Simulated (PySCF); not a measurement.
```yaml
atoms:
  - { symbol: Si, position_ang: [-0.3025, -0.0011, -0.2133] }
  - { symbol: C, position_ang: [-0.3253, -0.1424, 1.6784] }
  - { symbol: C, position_ang: [-1.7140, -0.1288, 2.2246] }
  - { symbol: C, position_ang: [-2.3779, -1.1873, 2.6959] }
  - { symbol: H, position_ang: [0.2641, 0.7009, 2.0797] }
  - { symbol: H, position_ang: [0.2010, -1.0710, 1.9568] }
  - { symbol: H, position_ang: [-2.2305, 0.8395, 2.1948] }
  - { symbol: H, position_ang: [-1.9150, -2.1785, 2.7452] }
  - { symbol: H, position_ang: [-3.4081, -1.1006, 3.0498] }
  - { symbol: C, position_ang: [1.4795, 0.1238, -0.8521] }
  - { symbol: C, position_ang: [1.5396, 0.1292, -2.3434] }
  - { symbol: C, position_ang: [1.7513, 1.2022, -3.1099] }
  - { symbol: H, position_ang: [2.0406, -0.7324, -0.4381] }
  - { symbol: H, position_ang: [1.9252, 1.0414, -0.4326] }
  - { symbol: H, position_ang: [1.3554, -0.8355, -2.8338] }
  - { symbol: H, position_ang: [1.9361, 2.1902, -2.6752] }
  - { symbol: H, position_ang: [1.7484, 1.1308, -4.2003] }
  - { symbol: H, position_ang: [-1.0625, 1.2161, -0.6369] }
  - { symbol: H, position_ang: [-0.9680, -1.2033, -0.8049] }
```

Geometry: PBE0-D3(BJ)/def2-SVP.

Theory: PySCF, PBE0/pcSseg-1, SCF density, gas phase, non-relativistic.

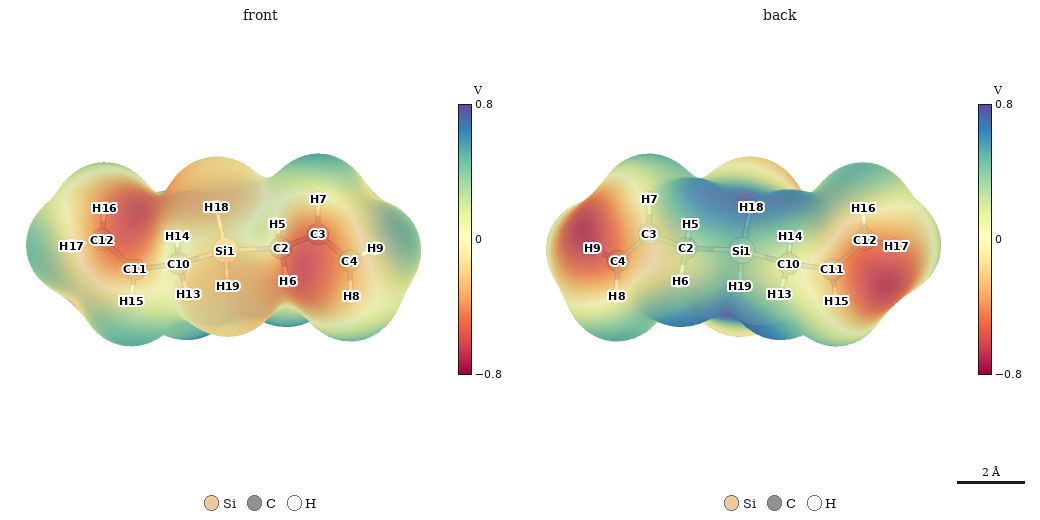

C6H12Si (SMILES [H][Si]([H])(CC=C)CC=C). The electrostatic potential painted on the density surface at 0.001 e/bohr³, seen from the front and from behind; the colour scale runs from red (negative) to blue (positive).

Q: Describe the electrostatic potential map.

A: The most negative region (about −0.7 V, or −16 kcal/mol for a unit charge) lies over the π face of C3, C4, C11 and C12, the most positive (about +0.7 V, or +16 kcal/mol for a unit charge) over Si1, H5 and H13.
